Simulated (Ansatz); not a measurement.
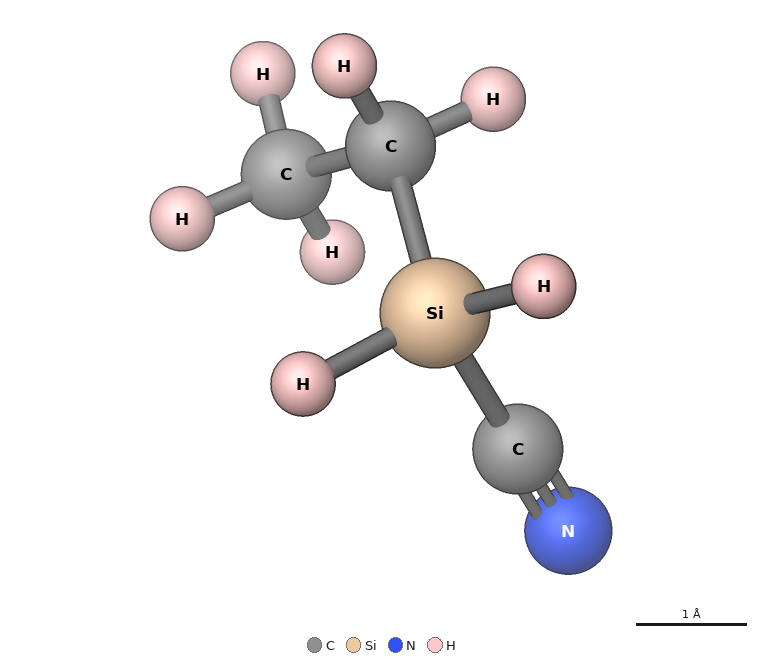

Distant atoms are faded towards the background colour. The computed structure is the end point of a PBE0-D4/def2-TZVP optimisation. No frequency run is at hand to confirm it as a minimum. Masses are those of the most abundant isotopes; constants are for the rigid equilibrium geometry.

What kind of rotor is it, and what are its rotational constants in GHz?

Answer. An asymmetric top (C1): A = 6.10, B = 2.53, C = 1.95 GHz. Ray's parameter κ is −0.72, nearer the prolate limit.
